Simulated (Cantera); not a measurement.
Charge: 1 mol V, 0.11 mol N₂, 0.99 mol N₂O, at 0.113 Torr.

Equilibrium computed with Cantera from the NASA thermochemical tables; the gas is ideal and each condensed phase is pure. Candidate condensed phases: V, VN, VO, V₂O₃, V₂O₄, V₂O₅; 13 gas species. Mutual solubility and eutectic melting of coexisting phases are not modelled. VN, VO: taken at fixed stoichiometry. Condensed phases not in the tables: the oxides between V₂O₃ and V₂O₅ other than VO₂, solid solutions among these carbides, nitrides and lower oxides, V₂N, N, O or C dissolved in the metal. Equilibrium is a limit: real reactors are often held back by kinetics, nucleation or transport.

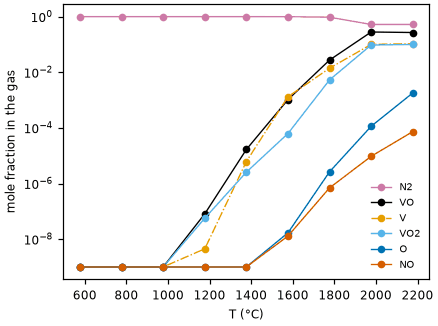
Figure: Equilibrium gas composition (values under 1e-9 drawn at 1e-9)

From 577 °C to 777 °C the condensed part is VN(s) + V₂O₃(s). From 977 °C to 1377 °C the condensed part is VN(s) + VO(s). At 1577 °C the condensed part is V(s) + VO(s). At 1777 °C the condensed part is VO(s). From 1977 °C to 2177 °C nothing is condensed.
